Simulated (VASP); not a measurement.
# Arsenene and its bilayer, part 3 of 5

Aim: relax arsenene, place its levels against the vacuum, then find how two sheets stack and bind.

VASP 6.6.1, plane waves and PAW; the level of theory is named at each step.

So far. Step 6 (The slab in a field, field 0.1): Energy at zero smearing: -9.74945 eV.

## Step 7: With spin-orbit coupling

This step: PBE with D3(BJ), spin-orbit coupling; plane waves and PAW (As) (VASP 6.6.1).

For heavy elements spin-orbit coupling shifts the highest filled levels.

INCAR reads:

```
SYSTEM = As
PREC = Normal
ENCUT = 350
EDIFF = 1E-06
NELM = 120
ISMEAR = 0
SIGMA = 0.03
LREAL = .FALSE.
ALGO = Fast
GGA = PE
IVDW = 12
LNONCOLLINEAR = .TRUE.
MAGMOM = 0 0 0 0 0 0
NBANDS = 22
GGA_COMPAT = .FALSE.
LASPH = .TRUE.
LSORBIT = .TRUE.
LWAVE = .FALSE.
LCHARG = .FALSE.
KPAR = 4
IDIPOL = 3
LDIPOL = .TRUE.
DIPOL = 0.5 0.5 0.5
```

POSCAR reads:

```
As
1.0
    3.5727533889      0.0000000000      0.0000000000
   -1.7863766944      3.0940951963      0.0000000000
    0.0000000000      0.0000000000     22.0000000000
As
2
Direct
    0.3333333333      0.6666666667      0.4680671379
    0.6666666667      0.3333333333      0.5319328621
```

KPOINTS reads:

```
Automatic mesh
0
Gamma
12 12 1
0 0 0
```

KPOINTS_OPT reads:

```
Line mode
14
Line-mode
Reciprocal
  0.00000000   0.00000000   0.00000000 GAMMA
  0.50000000   0.00000000   0.00000000 M

  0.50000000   0.00000000   0.00000000 M
  0.33333333   0.33333333   0.00000000 K

  0.33333333   0.33333333   0.00000000 K
  0.00000000   0.00000000   0.00000000 GAMMA
```

PAW data sets: As (PBE family, release 64).

Started as:

```bash
$ mpirun -np 4 vasp_ncl
```

Log:

```text
[... set-up lines as in an earlier step ...]
 entering main loop
       N       E                     dE             d eps       ncg     rms          rms(c)
DAV:   1     0.560898438932E+02    0.56090E+02   -0.22587E+03   836   0.438E+02
DAV:   2    -0.208810776451E+01   -0.58178E+02   -0.53954E+02  1266   0.101E+02
DAV:   3    -0.924899534995E+01   -0.71609E+01   -0.71206E+01  1184   0.417E+01
DAV:   4    -0.941415105684E+01   -0.16516E+00   -0.16503E+00  1098   0.771E+00
DAV:   5    -0.941682965819E+01   -0.26786E-02   -0.26786E-02  1094   0.906E-01    0.335E+00
RMM:   6    -0.937629772737E+01    0.40532E-01   -0.16194E-02  1015   0.739E-01    0.199E+00
RMM:   7    -0.935294627708E+01    0.23351E-01   -0.43952E-02  1057   0.121E+00    0.132E-01
RMM:   8    -0.935322703577E+01   -0.28076E-03   -0.30133E-03  1132   0.400E-01    0.961E-02
RMM:   9    -0.935299783023E+01    0.22921E-03   -0.96186E-04  1063   0.189E-01    0.307E-02
RMM:  10    -0.935297512702E+01    0.22703E-04   -0.19232E-04  1167   0.825E-02    0.227E-02
RMM:  11    -0.935304576587E+01   -0.70639E-04   -0.15954E-04  1092   0.529E-02    0.401E-02
RMM:  12    -0.935307061774E+01   -0.24852E-04   -0.28800E-05  1159   0.264E-02    0.227E-02
RMM:  13    -0.935318369926E+01   -0.11308E-03   -0.13058E-05  1104   0.170E-02    0.515E-03
RMM:  14    -0.935325161655E+01   -0.67917E-04   -0.13570E-05  1116   0.130E-02    0.560E-03
RMM:  15    -0.935327009591E+01   -0.18479E-04   -0.29166E-06  1035   0.634E-03    0.357E-03
RMM:  16    -0.935333125874E+01   -0.61163E-04   -0.26832E-06  1030   0.475E-03    0.968E-04
RMM:  17    -0.935334140569E+01   -0.10147E-04   -0.51387E-07   944   0.221E-03    0.699E-04
RMM:  18    -0.935334587342E+01   -0.44677E-05   -0.22092E-07   883   0.140E-03    0.322E-04
RMM:  19    -0.935334650655E+01   -0.63313E-06   -0.23471E-08   698   0.756E-04
   1 F= -.97766167E+01 E0= -.97766167E+01  d E =-.123334E-10  mag=    -0.0000    -0.0000     0.0000
 Start KPOINTS_OPT (optional k-point list driver)
k-point batch [1-19\42]
       N       E                     dE             ncg
DAV:   1    -0.493828406710E+03   -0.35172E+04      836
DAV:   2    -0.150996159688E+04   -0.10161E+04     1286
DAV:   3    -0.164414743632E+04   -0.13419E+03     1078
DAV:   4    -0.164742082453E+04   -0.32734E+01     1132
DAV:   5    -0.164747195842E+04   -0.51134E-01     1110
DAV:   6    -0.164747335088E+04   -0.13925E-02     1100
DAV:   7    -0.164747339026E+04   -0.39378E-04     1118
DAV:   8    -0.164747339210E+04   -0.18449E-05      974
DAV:   9    -0.164747339221E+04   -0.11008E-06      726
[...]
k-point batch [39-42\42]
       N       E                     dE             ncg
DAV:   1     0.335163272625E+04   -0.16849E+03      176
DAV:   2     0.319570555864E+04   -0.15593E+03      290
DAV:   3     0.316922557789E+04   -0.26480E+02      226
DAV:   4     0.316848517588E+04   -0.74040E+00      256
DAV:   5     0.316847986398E+04   -0.53119E-02      214
DAV:   6     0.316847973403E+04   -0.12995E-03      266
DAV:   7     0.316847973334E+04   -0.68656E-06      212
```

Elapsed: 39 s, on 4 MPI ranks of Intel Xeon 6975P-C (Granite Rapids), shared host; peak memory 1.6 GiB.

From OUTCAR (step 7):

```text
   k-points           NKPTS =     19   k-points in BZ     NKDIM =     19   number of bands    NBANDS=     22

   NELECT =      10.0000    total number of electrons

 dipolmoment           0.000000      0.000000     -0.000000 electrons x Angstroem

 E-fermi :  -3.2683

 k-point     1 :       0.0000    0.0000    0.0000
  band No.  band energies     occupation
    ...
      6      -4.2808      1.00000
      7      -3.6076      1.00000
      8      -3.6076      1.00000
      9      -3.3885      1.00000
     10      -3.3885      1.00000
     11      -1.5022      0.00000
     12      -1.5022      0.00000
     13      -0.1353      0.00000
     14      -0.1353      0.00000
     15       0.0982      0.00000
    ...

 Edisp (eV)   -0.42327

  Total       0.00902     0.00902    -0.01313     0.00000     0.00000     0.00000
  in kB       0.05939     0.05939    -0.08651     0.00000     0.00000     0.00000
  external pressure =        0.01 kB  Pullay stress =        0.00 kB

 POSITION                                       TOTAL-FORCE (eV/Angst)
 -----------------------------------------------------------------------------------
     -0.00000      2.06273     10.29748         0.000000      0.000000      0.003363
      1.78638      1.03137     11.70252        -0.000000     -0.000000     -0.003363
 -----------------------------------------------------------------------------------
    total drift:                               -0.000000      0.000000      0.000000

  FREE ENERGIE OF THE ION-ELECTRON SYSTEM (eV)
  ---------------------------------------------------
  free  energy   TOTEN  =        -9.7766167373 eV

  energy  without entropy=       -9.7766167373  energy(sigma->0) =       -9.77661674

 vacuum level on the upper side and lower side of the slab         1.717         1.717

 Spin-Orbit-Coupling matrix elements
 Ion:    1  E_soc:     -0.0245104
 Ion:    2  E_soc:     -0.0245104

[... 7 parts as in an earlier step ...]

[... 8 further parts left out ...]
```

LASPH is switched on together with spin-orbit coupling, so the change from the scalar run holds both.

This step gave:

```yaml
electronic_cycles: 19
free_energy_toten: -9.777 eV
fermi_energy: -3.268 eV
least_gap_on_mesh_and_path: 1.385 eV
least_direct_gap_on_mesh_and_path: 1.886 eV
dipole_moment: 0, 0, 0 e·Å
```

On-site spin-orbit energy by atom:

```
atom  on-site spin-orbit energy (eV)
 As1                         -0.0245
 As2                         -0.0245
```

The electronic bands at the labelled points (eV, zero at the valence-band top; v1 is the highest filled band, c1 the lowest empty one):

```
point     v4     v3     v2     v1    c1    c2    c3    c4
    Γ  -0.22  -0.22   0.00   0.00  1.89  1.89  3.25  3.25
    M  -2.10  -2.10  -1.81  -1.81  1.79  1.79  2.87  2.87
    K  -2.28  -2.28  -2.21  -2.21  1.72  1.72  4.32  4.32
    Γ  -0.22  -0.22   0.00   0.00  1.89  1.89  3.25  3.25
```

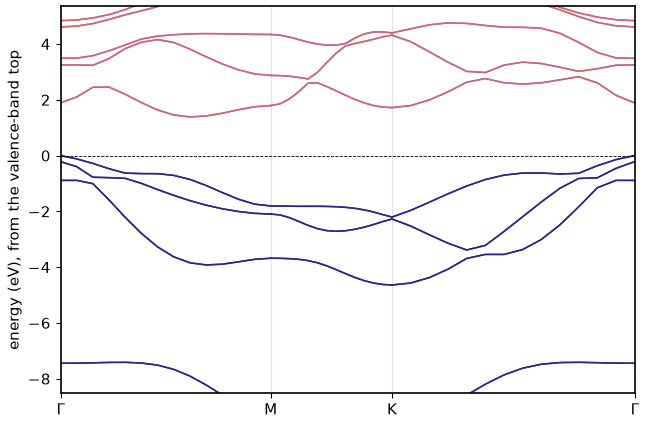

Electronic bands along the path; lines of filled and empty bands in two colours.

## Step 8: A rigid stacking

This step: PBE with D3(BJ); plane waves and PAW (As) (VASP 6.6.1).

System of this step: bilayer of arsenene. The cell holds 4 atoms: 4 As. Cell: a = 3.573 Å, b = 3.573 Å, c = 22.910 Å, α = 90.0°, β = 90.0°, γ = 120.0°. upper sheet same orientation, shifted by (0.00, 0.00). Vacuum lies along c.

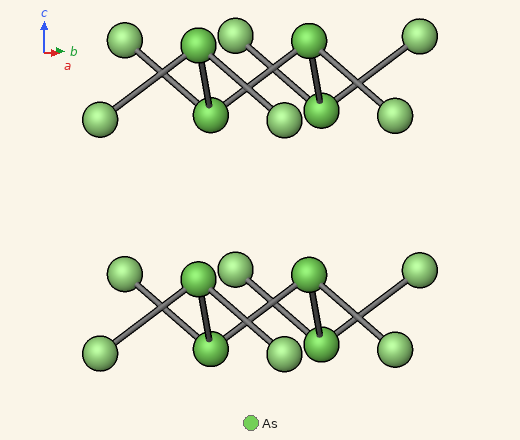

The cell of this step (arsenic green). 1×2×1 cells are drawn. Some periodic images of atoms are drawn too.

Two rigid sheets are set at a typed distance in several high-symmetry stackings, to find where to start. The upper sheet is shifted or turned in the plane and never flipped over.

INCAR reads:

```
SYSTEM = As
PREC = Normal
ENCUT = 350
EDIFF = 1E-05
NELM = 120
ISMEAR = 0
SIGMA = 0.03
LREAL = .FALSE.
ALGO = Fast
GGA = PE
IVDW = 12
NBANDS = 16
LORBIT = 11
LWAVE = .FALSE.
LCHARG = .FALSE.
KPAR = 4
IDIPOL = 3
LDIPOL = .TRUE.
DIPOL = 0.5 0.5 0.5
```

POSCAR reads:

```
As
1.0
    3.5727533889      0.0000000000      0.0000000000
   -1.7863766944      3.0940951963      0.0000000000
    0.0000000000      0.0000000000     22.9100918648
As
4
Direct
    0.3333333300      0.6666666700      0.3710155400
    0.6666666700      0.3333333300      0.4323442300
    0.3333333300      0.6666666700      0.5676557700
    0.6666666700      0.3333333300      0.6289844600
```

KPOINTS is that of step 7.

Started as:

```bash
$ mpirun -np 4 vasp_std
```

Log:

```text
[banner, memory and clock lines left out]
running    4 mpi-ranks, on    1 nodes
 distrk:  each k-point on    1 cores,    4 groups
 distr:  one band on    1 cores,    1 groups

 POSCAR found type information on POSCAR As
 POSCAR found :  1 types and       4 ions
 LDA part: xc-table for (Slater+PW92), standard interpolation
 POSCAR, INCAR and KPOINTS ok, starting setup
 FFT: planning ... GRIDC
 FFT: planning ... GRID_SOFT
 FFT: planning ... GRID
 WAVECAR not read
 entering main loop
       N       E                     dE             d eps       ncg     rms          rms(c)
DAV:   1     0.106782877468E+03    0.10678E+03   -0.53930E+03   608   0.661E+02
DAV:   2    -0.754078083534E+01   -0.11432E+03   -0.10845E+03   872   0.139E+02
DAV:   3    -0.185232063233E+02   -0.10982E+02   -0.10932E+02   880   0.516E+01
DAV:   4    -0.187362188562E+02   -0.21301E+00   -0.21249E+00   784   0.851E+00
DAV:   5    -0.187411482437E+02   -0.49294E-02   -0.49287E-02   864   0.119E+00    0.476E+00
RMM:   6    -0.186624484390E+02    0.78700E-01   -0.35467E-02   619   0.103E+00    0.282E+00
RMM:   7    -0.186216666773E+02    0.40782E-01   -0.99816E-02   680   0.168E+00    0.165E-01
RMM:   8    -0.186227027991E+02   -0.10361E-02   -0.79065E-03   731   0.572E-01    0.663E-02
RMM:   9    -0.186228925181E+02   -0.18972E-03   -0.21082E-03   780   0.248E-01    0.329E-02
RMM:  10    -0.186229419634E+02   -0.49445E-04   -0.32350E-04   753   0.895E-02    0.128E-02
RMM:  11    -0.186229946262E+02   -0.52663E-04   -0.12150E-04   729   0.524E-02    0.688E-03
RMM:  12    -0.186231003137E+02   -0.10569E-03   -0.38632E-05   563   0.278E-02    0.821E-03
RMM:  13    -0.186231151626E+02   -0.14849E-04   -0.11398E-05   504   0.140E-02    0.255E-03
RMM:  14    -0.186231316199E+02   -0.16457E-04   -0.54077E-06   470   0.874E-03    0.129E-03
RMM:  15    -0.186231357193E+02   -0.40994E-05   -0.47627E-07   219   0.456E-03
   1 F= -.19738472E+02 E0= -.19738472E+02  d E =-.520694E-17
```

It took 6 s on 4 MPI ranks; peak memory 0.73 GiB.

From OUTCAR (step 8):

```text
   k-points           NKPTS =     19   k-points in BZ     NKDIM =     19   number of bands    NBANDS=     16

   ENCUT  =  350.0 eV  25.72 Ry    5.07 a.u.   5.45  5.45 34.95*2*pi/ulx,y,z

   NELECT =      20.0000    total number of electrons

 E-fermi :  -1.4462

 k-point     1 :       0.0000    0.0000    0.0000
  band No.  band energies     occupation
    ...
      6      -1.9987      2.00000
      7      -1.9986      2.00000
      8      -1.8984      2.00000
      9      -1.8983      2.00000
     10      -1.7684      2.00000
     11      -0.0474      0.00000
     12       0.6809      0.00000
     13       1.5181      0.00000
     14       1.5181      0.00000
     15       1.5454      0.00000
    ...

 Edisp (eV)   -1.11534

  Total       0.15976     0.15976    -0.19110     0.00000     0.00000    -0.00000
  in kB       1.01067     1.01067    -1.20892     0.00000     0.00000    -0.00000
  external pressure =        0.27 kB  Pullay stress =        0.00 kB

 POSITION                                       TOTAL-FORCE (eV/Angst)
 -----------------------------------------------------------------------------------
     -0.00000      2.06273      8.50000        -0.000000      0.000000      0.016863
      1.78638      1.03137      9.90505        -0.000000      0.000000      0.024941
     -0.00000      2.06273     13.00505         0.000000     -0.000000     -0.024941
      1.78638      1.03137     14.41009         0.000000      0.000000     -0.016863
 -----------------------------------------------------------------------------------
    total drift:                                0.000000     -0.000000      0.000000

  FREE ENERGIE OF THE ION-ELECTRON SYSTEM (eV)
  ---------------------------------------------------
  free  energy   TOTEN  =       -19.7384723246 eV

  energy  without entropy=      -19.7384723246  energy(sigma->0) =      -19.73847232

 vacuum level on the upper side and lower side of the slab         3.042         3.042

[... 3 parts as in an earlier step ...]

[... 13 further parts left out ...]
```

Numbers from this step:

| Property | Result |
| --- | --- |
| electronic cycles | 15 |
| electrons | 20 |
| free energy (TOTEN) | -19.74 eV |
| Fermi energy | -1.446 eV |
| gap on the k-mesh | 0.8329 eV |
| least direct gap on the k-mesh | 1.629 eV |

Energy at zero smearing: -19.73847 eV.

## Step 9: A rigid stacking

INCAR is that of step 8.

Edit POSCAR of step 8 so:

```diff
@@ -10,3 +10,3 @@
     0.6666666700      0.3333333300      0.4323442300
-    0.3333333300      0.6666666700      0.5676557700
-    0.6666666700      0.3333333300      0.6289844600
+    0.6666666700      0.3333333300      0.5676557700
+    0.0000000000      1.0000000000      0.6289844600
```

KPOINTS is that of step 8.

Started as:

```bash
$ mpirun -np 4 vasp_std
```

Log:

```text
[... set-up lines as in an earlier step ...]
 entering main loop
       N       E                     dE             d eps       ncg     rms          rms(c)
DAV:   1     0.107080104538E+03    0.10708E+03   -0.53938E+03   608   0.661E+02
DAV:   2    -0.731331254885E+01   -0.11439E+03   -0.10866E+03   864   0.140E+02
DAV:   3    -0.183091787537E+02   -0.10996E+02   -0.10880E+02   880   0.519E+01
DAV:   4    -0.185167100904E+02   -0.20753E+00   -0.20715E+00   808   0.854E+00
[...]
RMM:  14    -0.183903279414E+02   -0.15440E-04   -0.73739E-06   464   0.918E-03    0.268E-03
RMM:  15    -0.183903418026E+02   -0.13861E-04   -0.49206E-06   446   0.769E-03    0.183E-03
RMM:  16    -0.183903433991E+02   -0.15965E-05   -0.51973E-07   187   0.369E-03
   1 F= -.19502994E+02 E0= -.19502994E+02  d E =-.120334E-10
```

It took 6.2 s on 4 MPI ranks; peak memory 0.75 GiB.

Parts of OUTCAR (step 9):

```text
 Edisp (eV)   -1.11265

  Total       0.41620     0.41620     2.07961     0.00000    -0.00000     0.00000
  in kB       2.63296     2.63296    13.15615     0.00000    -0.00000     0.00000
  external pressure =        6.14 kB  Pullay stress =        0.00 kB

 POSITION                                       TOTAL-FORCE (eV/Angst)
 -----------------------------------------------------------------------------------
     -0.00000      2.06273      8.50000        -0.000000     -0.000000     -0.138648
      1.78638      1.03137      9.90505        -0.000000      0.000000     -0.411677
      1.78638      1.03137     13.00505         0.000000     -0.000000      0.411677
      0.00000      0.00000     14.41009         0.000000      0.000000      0.138648
 -----------------------------------------------------------------------------------
    total drift:                               -0.000004      0.000002      0.000098

  FREE ENERGIE OF THE ION-ELECTRON SYSTEM (eV)
  ---------------------------------------------------
  free  energy   TOTEN  =       -19.5029936888 eV

  energy  without entropy=      -19.5029936888  energy(sigma->0) =      -19.50299369

[... 2 parts as in an earlier step ...]

[... 1 further part left out ...]
[key lines of the parts left out:]
E-fermi :  -1.2149
```

Energy at zero smearing: -19.50299 eV.

## Step 10: A rigid stacking

INCAR is that of step 9.

Edit POSCAR of step 9 so:

```diff
@@ -10,3 +10,3 @@
     0.6666666700      0.3333333300      0.4323442300
-    0.6666666700      0.3333333300      0.5676557700
-    0.0000000000      1.0000000000      0.6289844600
+    1.0000000000      0.0000000000      0.5676557700
+    0.3333333300      0.6666666700      0.6289844600
```

KPOINTS is that of step 9.

Started as:

```bash
$ mpirun -np 4 vasp_std
```

Log:

```text
[... set-up lines as in an earlier step ...]
 entering main loop
       N       E                     dE             d eps       ncg     rms          rms(c)
DAV:   1     0.106637783814E+03    0.10664E+03   -0.53947E+03   608   0.661E+02
DAV:   2    -0.760032711243E+01   -0.11424E+03   -0.10874E+03   872   0.140E+02
DAV:   3    -0.184990934868E+02   -0.10899E+02   -0.10788E+02   872   0.516E+01
DAV:   4    -0.187117357002E+02   -0.21264E+00   -0.21212E+00   784   0.851E+00
[...]
RMM:  13    -0.186028196800E+02   -0.10791E-04   -0.86432E-06   449   0.138E-02    0.224E-03
RMM:  14    -0.186028377056E+02   -0.18026E-04   -0.42178E-06   426   0.829E-03    0.909E-04
RMM:  15    -0.186028421137E+02   -0.44081E-05   -0.70005E-07   229   0.456E-03
   1 F= -.19718846E+02 E0= -.19718846E+02  d E =-.348222E-16
```

It took 6.2 s on 4 MPI ranks; peak memory 0.74 GiB.

OUTCAR, selected parts (step 10):

```text
 Edisp (eV)   -1.11600

  Total       0.42524     0.42524    -0.36186     0.00000     0.00000     0.00000
  in kB       2.69019     2.69019    -2.28920     0.00000     0.00000     0.00000
  external pressure =        1.03 kB  Pullay stress =        0.00 kB

 POSITION                                       TOTAL-FORCE (eV/Angst)
 -----------------------------------------------------------------------------------
     -0.00000      2.06273      8.50000         0.000000     -0.000000      0.071113
      1.78638      1.03137      9.90505         0.000000     -0.000000     -0.023022
      0.00000      0.00000     13.00505        -0.000000      0.000000      0.023022
     -0.00000      2.06273     14.41009        -0.000000      0.000000     -0.071113
 -----------------------------------------------------------------------------------
    total drift:                                0.000002     -0.000001      0.000026

  FREE ENERGIE OF THE ION-ELECTRON SYSTEM (eV)
  ---------------------------------------------------
  free  energy   TOTEN  =       -19.7188455839 eV

  energy  without entropy=      -19.7188455839  energy(sigma->0) =      -19.71884558

[... 2 parts as in an earlier step ...]

[... 1 further part left out ...]
[key lines of the parts left out:]
E-fermi :  -1.4259
```

Energy at zero smearing: -19.71885 eV.

## Step 11: A rigid stacking

INCAR is that of step 10.

Edit POSCAR of step 10 so:

```diff
@@ -10,3 +10,3 @@
     0.6666666700      0.3333333300      0.4323442300
-    1.0000000000      0.0000000000      0.5676557700
+    0.6666666700      0.3333333300      0.5676557700
     0.3333333300      0.6666666700      0.6289844600
```

KPOINTS is that of step 10.

Started as:

```bash
$ mpirun -np 4 vasp_std
```

Log:

```text
[... set-up lines as in an earlier step ...]
 entering main loop
       N       E                     dE             d eps       ncg     rms          rms(c)
DAV:   1     0.107060069111E+03    0.10706E+03   -0.53937E+03   608   0.661E+02
DAV:   2    -0.720933674090E+01   -0.11427E+03   -0.10968E+03   864   0.140E+02
DAV:   3    -0.182729023275E+02   -0.11064E+02   -0.10961E+02   848   0.519E+01
DAV:   4    -0.184800146358E+02   -0.20711E+00   -0.20679E+00   856   0.851E+00
[...]
RMM:  14    -0.183487763524E+02   -0.14591E-04   -0.86751E-06   478   0.945E-03    0.253E-03
RMM:  15    -0.183487878633E+02   -0.11511E-04   -0.43126E-06   435   0.740E-03    0.122E-03
RMM:  16    -0.183487896520E+02   -0.17887E-05   -0.48852E-07   188   0.376E-03
   1 F= -.19461459E+02 E0= -.19461459E+02  d E =-.110233E-20
```

Wall time 5.6 s (4 MPI ranks); peak memory 0.76 GiB; 19 s of CPU time.

OUTCAR, selected parts (step 11):

```text
 Edisp (eV)   -1.11267

  Total       0.48318     0.48318     2.42392     0.00000     0.00000     0.00000
  in kB       3.05671     3.05671    15.33438     0.00000     0.00000     0.00000
  external pressure =        7.15 kB  Pullay stress =        0.00 kB

 POSITION                                       TOTAL-FORCE (eV/Angst)
 -----------------------------------------------------------------------------------
     -0.00000      2.06273      8.50000         0.000000     -0.000000     -0.138757
      1.78638      1.03137      9.90505        -0.000000      0.000000     -0.521561
      1.78638      1.03137     13.00505        -0.000000      0.000000      0.521561
     -0.00000      2.06273     14.41009         0.000000     -0.000000      0.138757
 -----------------------------------------------------------------------------------
    total drift:                               -0.000001      0.000001      0.000000

  FREE ENERGIE OF THE ION-ELECTRON SYSTEM (eV)
  ---------------------------------------------------
  free  energy   TOTEN  =       -19.4614589673 eV

  energy  without entropy=      -19.4614589673  energy(sigma->0) =      -19.46145897

[... 2 parts as in an earlier step ...]

[... 1 further part left out ...]
[key lines of the parts left out:]
E-fermi :  -1.1561
```

Energy at zero smearing: -19.46146 eV.

(Part 3 of 5 ends here.)

[Lines on the potential files, build, host, timing and source positions are cut from VASP's logs without a mark.]

[Logs are printed without paths, hosts, clocks, repeated set-up lines and the standing remarks that a program may print on its own settings, such as how far it seeks lower states.]

[Hosts, paths, dates, database ids (printed as entryN), source tags and the programs' standing remarks are cut or masked in the printed files.]

[Runs that stopped without an error message from VASP are left out.]
